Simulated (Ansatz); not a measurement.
**CH5NO2SeSi: nudged elastic band (part 2 of 2)**

Continued. System: CH5NO2SeSi, SMILES N[Si]1([SeH])OCO1. Method: RKS BHLYP-D4/def2-SVP (Ansatz 0.2.0). It belongs to a series of runs on one base structure; here: band between the two ends.

Geometry of the input (Å):
```
N  -0.9537  -1.4231  0.4999
Si 0.1718  -0.2160  0.1819
Se 1.9859  -0.5344  1.4781
O  0.7030  0.1981  -1.3586
C  0.0516  1.4430  -1.2315
O  -0.5473  1.2917  0.0389
H  -0.7113  -2.3312  0.8536
H  -1.9067  -1.3549  0.1838
H  1.2079  -0.9883  2.6295
H  -0.7030  1.5859  -2.0130
H  0.7672  2.2722  -1.2419
```

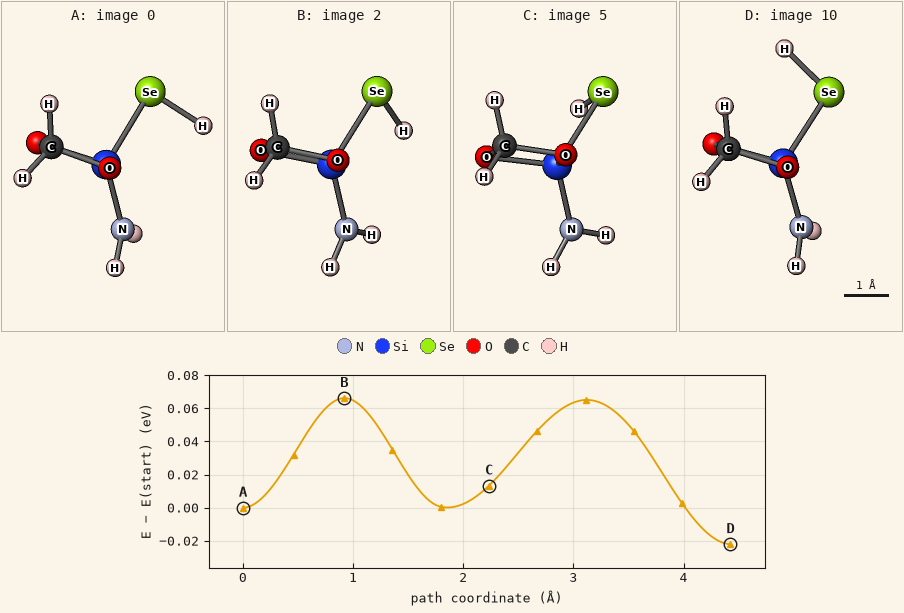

**Figure 1.** Images of the last band (counted from 0; ball-and-stick, seen at a tilt) above the energy along the path; the line is a cubic interpolation that uses the forces. The highest image is number 2, 0.066 eV above the start and 0.088 eV above the end (the climbing image); the end lies 0.022 eV below the start. The path is 4.43 Å long. The band converged in 21 iterations.

```
Total energy: -79913.44822662 eV, -2936.7650550476 hartree
Atom 0 at    -0.919981    -1.408079     0.491683 Å, force    -0.004594     0.005333    -0.002474 eV/Å
Atom 1 at     0.152640    -0.138735     0.235089 Å, force     0.004363    -0.006958     0.000993 eV/Å
Atom 2 at     1.855277    -0.279056     1.712632 Å, force     0.002976     0.002547     0.000312 eV/Å
Atom 3 at     0.624643     0.179739    -1.346565 Å, force     0.000241     0.000789     0.001117 eV/Å
Atom 4 at     0.037066     1.458047    -1.256719 Å, force    -0.000101     0.000854     0.003923 eV/Å
Atom 5 at    -0.488853     1.403884     0.050333 Å, force    -0.000144     0.002535    -0.002725 eV/Å
Atom 6 at    -0.820006    -2.115679     1.195660 Å, force     0.001268    -0.000971     0.000039 eV/Å
Atom 7 at    -1.749636    -1.519632    -0.066824 Å, force    -0.000001    -0.003081     0.001656 eV/Å
Atom 8 at     1.343685    -1.481029     2.366080 Å, force    -0.002911    -0.000391    -0.001608 eV/Å
Atom 9 at    -0.754060     1.590718    -2.003382 Å, force    -0.000657    -0.000730    -0.000701 eV/Å
Atom 10 at     0.784525     2.252823    -1.357284 Å, force    -0.000441     0.000072    -0.000532 eV/Å
Dipole moment:    -0.342758    -0.421685     0.100349 e Å
this run last wrote the band of iteration 21 to [file]
```

The last band as extended XYZ (Å, eV, eV/Å):
```
11
Properties=species:S:1:pos:R:3:forces:R:3 image=0 energy=-79913.51427
N    -0.9537   -1.4231    0.4999    0.0033  -0.0032  -0.0013
Si    0.1718   -0.2160    0.1819   -0.0119   0.0079   0.0062
Se    1.9859   -0.5344    1.4781    0.0063  -0.0041  -0.0022
O     0.7030    0.1981   -1.3586    0.0065  -0.0012   0.0036
C     0.0516    1.4430   -1.2315   -0.0084  -0.0002   0.0013
O    -0.5473    1.2917    0.0389    0.0083   0.0028  -0.0037
H    -0.7113   -2.3312    0.8536   -0.0017  -0.0023   0.0004
H    -1.9067   -1.3549    0.1838   -0.0015  -0.0009  -0.0013
H     1.2079   -0.9883    2.6295   -0.0019   0.0022  -0.0028
H    -0.7030    1.5859   -2.0130    0.0017  -0.0029  -0.0002
H     0.7672    2.2722   -1.2419   -0.0007   0.0020   0.0000
11
Properties=species:S:1:pos:R:3:forces:R:3 image=1 energy=-79913.48218
N    -0.9387   -1.3961    0.5129    0.0006   0.0012   0.0055
Si    0.1674   -0.1658    0.2118    0.0008  -0.0087  -0.0079
Se    1.9435   -0.4170    1.5790    0.0206  -0.0347  -0.0330
O     0.6812    0.2003   -1.3470    0.0133   0.0071   0.0005
C     0.0414    1.4531   -1.2531    0.0018   0.0003   0.0022
O    -0.5262    1.3531    0.0347   -0.0111  -0.0136  -0.0028
H    -0.7334   -2.2262    1.0383    0.0216  -0.0287  -0.0406
H    -1.8368   -1.4253    0.0599   -0.0198   0.0252   0.0294
H     1.2358   -1.2808    2.5207   -0.0260   0.0491   0.0382
H    -0.7311    1.5717   -2.0214    0.0055  -0.0047  -0.0039
H     0.7620    2.2759   -1.3153   -0.0071   0.0075   0.0124
11
Properties=species:S:1:pos:R:3:forces:R:3 image=2 energy=-79913.44806
N    -0.9200   -1.4081    0.4917   -0.0046   0.0053  -0.0025
Si    0.1526   -0.1387    0.2351    0.0044  -0.0070   0.0010
Se    1.8553   -0.2791    1.7126    0.0030   0.0025   0.0003
O     0.6246    0.1797   -1.3466    0.0002   0.0008   0.0011
C     0.0371    1.4580   -1.2567   -0.0001   0.0009   0.0039
O    -0.4889    1.4039    0.0503   -0.0001   0.0025  -0.0027
H    -0.8200   -2.1157    1.1957    0.0013  -0.0010   0.0000
H    -1.7496   -1.5196   -0.0668    0.0000  -0.0031   0.0017
H     1.3437   -1.4810    2.3661   -0.0029  -0.0004  -0.0016
H    -0.7541    1.5907   -2.0034   -0.0007  -0.0007  -0.0007
H     0.7845    2.2528   -1.3573   -0.0004   0.0001  -0.0005
11
Properties=species:S:1:pos:R:3:forces:R:3 image=3 energy=-79913.47910
N    -0.9102   -1.4269    0.4763    0.0019  -0.0144   0.0062
Si    0.1294   -0.1234    0.2590   -0.0052   0.0066   0.0080
Se    1.7345   -0.1838    1.8428   -0.0316   0.0266   0.0335
O     0.5682    0.1533   -1.3380   -0.0154  -0.0048  -0.0002
C     0.0381    1.4579   -1.2490    0.0031  -0.0047  -0.0037
O    -0.4515    1.4436    0.0727    0.0102   0.0130   0.0075
H    -0.9375   -1.9989    1.3004   -0.0323   0.0325   0.0285
H    -1.6568   -1.6252   -0.1684    0.0226  -0.0205  -0.0304
H     1.5034   -1.5856    2.1821    0.0400  -0.0281  -0.0470
H    -0.7664    1.6121   -1.9770   -0.0023   0.0041   0.0055
H     0.8142    2.2200   -1.3802    0.0090  -0.0104  -0.0079
11
Properties=species:S:1:pos:R:3:forces:R:3 image=4 energy=-79913.51367
N    -0.9272   -1.4389    0.4762    0.0051   0.0020   0.0294
Si    0.0932   -0.1157    0.2904    0.0024  -0.0199  -0.0025
Se    1.6264   -0.1363    1.9399   -0.0059   0.0106   0.0054
O     0.5247    0.1248   -1.3117    0.0006  -0.0031  -0.0018
C     0.0434    1.4501   -1.2299   -0.0017   0.0024  -0.0087
O    -0.4374    1.4674    0.0958   -0.0079   0.0125   0.0043
H    -1.1015   -1.8824    1.3602   -0.0076  -0.0064  -0.0010
H    -1.5520   -1.7381   -0.2533   -0.0024   0.0065  -0.0168
H     1.7088   -1.5949    1.9805    0.0104  -0.0044  -0.0091
H    -0.7607    1.6271   -1.9530    0.0030   0.0006  -0.0008
H     0.8476    2.1796   -1.3745    0.0041  -0.0008   0.0018
11
Properties=species:S:1:pos:R:3:forces:R:3 image=6 energy=-79913.46776
N    -1.0581   -1.4546    0.4841    0.0148  -0.0045  -0.0012
Si   -0.0184   -0.1463    0.3298    0.0050   0.0053  -0.0004
Se    1.4355   -0.1289    2.0664    0.0100   0.0130  -0.0140
O     0.6223    0.1039   -1.1982   -0.0088   0.0028  -0.0115
C     0.0994    1.4164   -1.1812   -0.0063   0.0063  -0.0018
O    -0.6183    1.3933    0.0352    0.0048   0.0066   0.0032
H    -1.1168   -2.0089    1.3194   -0.0001   0.0100   0.0073
H    -1.7577   -1.6817   -0.2029    0.0203  -0.0116  -0.0083
H     2.1402   -1.3074    1.5630   -0.0240  -0.0390   0.0316
H    -0.5617    1.5924   -2.0364   -0.0134   0.0090   0.0039
H     0.8989    2.1649   -1.1585   -0.0023   0.0021  -0.0087
11
Properties=species:S:1:pos:R:3:forces:R:3 image=7 energy=-79913.44917
N    -1.1117   -1.4678    0.4592   -0.0010  -0.0051   0.0050
Si   -0.0535   -0.1708    0.3500    0.0024   0.0012  -0.0012
Se    1.3357   -0.2219    2.1451    0.0001   0.0022  -0.0006
O     0.7023    0.1200   -1.1191    0.0001   0.0025  -0.0007
C     0.1161    1.4058   -1.1433    0.0013  -0.0016  -0.0018
O    -0.6926    1.3428    0.0123   -0.0018  -0.0012   0.0018
H    -1.0904   -2.1192    1.2231    0.0002   0.0010  -0.0006
H    -1.8342   -1.6541   -0.2158    0.0006   0.0029  -0.0027
H     2.3057   -1.0377    1.4155   -0.0011  -0.0024   0.0006
H    -0.4861    1.5535   -2.0463   -0.0004   0.0005   0.0000
H     0.8741    2.1923   -1.0600   -0.0003   0.0000   0.0000
11
Properties=species:S:1:pos:R:3:forces:R:3 image=8 energy=-79913.46796
N    -1.1593   -1.4806    0.4369   -0.0133   0.0046   0.0040
Si   -0.0692   -0.2076    0.3617   -0.0036  -0.0082   0.0025
Se    1.2820   -0.3783    2.1761   -0.0070  -0.0279   0.0048
O     0.7619    0.1341   -1.0581    0.0099  -0.0035   0.0098
C     0.1263    1.3955   -1.1046    0.0061  -0.0067   0.0018
O    -0.7304    1.2934    0.0116   -0.0022  -0.0063  -0.0030
H    -1.0610   -2.2315    1.0964   -0.0014  -0.0125  -0.0153
H    -1.9170   -1.6044   -0.2131   -0.0242   0.0177   0.0104
H     2.4259   -0.7150    1.3321    0.0220   0.0566  -0.0184
H    -0.4413    1.5257   -2.0327    0.0113  -0.0102  -0.0016
H     0.8474    2.2116   -0.9856    0.0024  -0.0035   0.0051
11
Properties=species:S:1:pos:R:3:forces:R:3 image=9 energy=-79913.51162
N    -1.1960   -1.4933    0.4229   -0.0125   0.0020   0.0032
Si   -0.0667   -0.2529    0.3618    0.0004  -0.0101  -0.0001
Se    1.2807   -0.5453    2.1524    0.0021  -0.0354  -0.0061
O     0.8018    0.1308   -1.0274    0.0081  -0.0061   0.0054
C     0.1386    1.3764   -1.0786    0.0058  -0.0073   0.0018
O    -0.7346    1.2478    0.0214    0.0029  -0.0077   0.0001
H    -1.0516   -2.3277    0.9632   -0.0042  -0.0148  -0.0225
H    -2.0066   -1.5303   -0.1714   -0.0259   0.0236   0.0166
H     2.4775   -0.3711    1.3349    0.0113   0.0712  -0.0018
H    -0.4155    1.4998   -2.0160    0.0079  -0.0094   0.0007
H     0.8377    2.2090   -0.9427    0.0041  -0.0060   0.0026
11
Properties=species:S:1:pos:R:3:forces:R:3 image=10 energy=-79913.53628
N    -1.2078   -1.5153    0.3973   -0.0077   0.0049  -0.0038
Si   -0.0418   -0.3068    0.3496    0.0014   0.0106  -0.0055
Se    1.3313   -0.6879    2.0913    0.0002  -0.0070   0.0080
O     0.8173    0.1173   -1.0350    0.0025  -0.0054  -0.0059
C     0.1436    1.3558   -1.0570    0.0019  -0.0064   0.0015
O    -0.7084    1.2050    0.0574   -0.0043  -0.0006   0.0056
H    -1.0612   -2.4220    0.8037    0.0049  -0.0004  -0.0003
H    -2.0773   -1.4335   -0.1023    0.0001  -0.0047   0.0033
H     2.4603   -0.0499    1.4200   -0.0013   0.0035  -0.0018
H    -0.4283    1.4876   -1.9824   -0.0015   0.0000   0.0004
H     0.8376    2.1926   -0.9219    0.0039   0.0055  -0.0016
```

Summary:

| quantity | value |
| --- | --- |
| outcome | converged |
| barrier, forward | 0.066 eV |
| barrier, backward | 0.088 eV |
| wall time | 17 min (CPU time 32 min) |
| peak memory | 0.36 GiB |

Notes:

The order of the saddle point was not checked.
